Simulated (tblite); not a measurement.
# Frequency calculation, with input and output: C₅H₅Cl₃GaN

System: C₅H₅Cl₃GaN.
Method: GFN2-xTB harmonic vibrations, gas phase (tblite 0.8.0).

It belongs to a series of runs on one base structure; here: H on Ga replaced by CCl3.

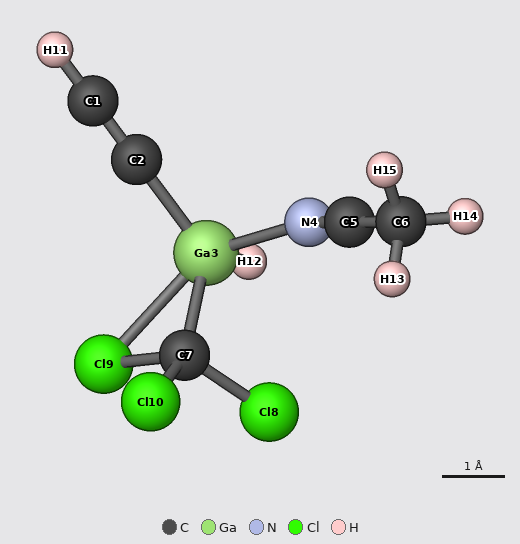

The input geometry (ball-and-stick view, seen at a tilt; atoms are numbered from 1 in the order of the input). Sticks mark near contacts.

The input:
```
{"job": {"kind": "ir", "xc": "GFN2-xTB", "basis": "xTB"}, "charge": 0, "multiplicity": 1}
C     -1.337675     2.991722    -1.394673
C     -1.271918     1.795868    -1.235330
Ga    -1.202869    -0.139593    -1.062440
N      0.815317    -0.355355    -0.612265
C      1.725646    -0.429195     0.082641
C      2.865987    -0.533731     0.924731
C     -1.761957    -0.840848     0.763168
Cl    -1.324185    -2.536415     0.419042
Cl    -3.392397    -0.602174    -0.030553
Cl    -1.939509    -0.626370     2.483920
H     -1.392332     4.037025    -1.527745
H     -1.253107    -1.070677    -2.262319
H      2.566535    -0.980520     1.873266
H      3.620694    -1.160730     0.449821
H      3.277359     0.458982     1.106824
```

The first line tells a small driver script what to run in tblite; the rest is the geometry in Å.

Machine: 1 CPU thread, shared host.

Launch command:
```bash
OMP_NUM_THREADS=1 python <driver script> task.json out
```

What the program printed:
```
mode    cm-1     km/mol
  1     -10.6      0.21
  2      13.8      4.73
  3      28.2      5.95
  4      50.5      0.33
  5      58.1      1.93
  6      73.7      1.37
  7     112.4      2.07
  8     116.7      3.58
  9     146.0     11.13
 10     195.6     14.74
 11     206.9      2.77
 12     222.9     45.69
 13     231.2     11.81
 14     236.4     39.52
 15     244.0      6.14
 16     359.7      2.01
 17     363.7      1.97
 18     371.3      3.01
 19     462.8     57.46
 20     543.5     12.42
 21     576.1    139.16
 22     607.8    162.07
 23     625.4      8.34
 24     676.9     37.31
 25     680.2     54.28
 26     800.1     15.90
 27     982.2     19.31
 28     985.0     16.31
 29    1015.8     14.25
 30    1354.0     58.92
 31    1385.8     19.14
 32    1387.3     18.90
 33    1864.1    174.69
 34    2143.0     26.45
 35    2370.1    274.59
 36    3011.7      1.15
 37    3014.2      1.47
 38    3017.1      2.65
 39    3321.1      2.15
```

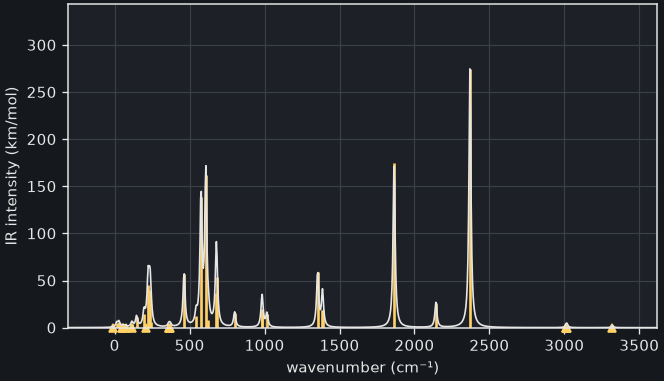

Harmonic infrared spectrum, unscaled: sticks (degenerate modes added up, dark ones marked on the axis) with a Lorentzian envelope of 16 cm⁻¹ full width, scaled to the tallest stick; imaginary modes are drawn at negative wavenumbers. 39 modes from 11i to 3321 cm⁻¹, 1 imaginary beyond 8i (11i cm⁻¹): not a clean minimum; so soft a mode can be a shallow saddle, an incomplete relaxation or noise of the force constants. The strongest line is at 2370 cm⁻¹ (275 km/mol).

Summary:

| quantity | value |
| --- | --- |
| outcome | converged |
| total energy | −841.8126 eV |
| zero-point energy | 48.3980 kcal/mol |
| wall time | 1.6 s |
| peak memory | 0.18 GiB |
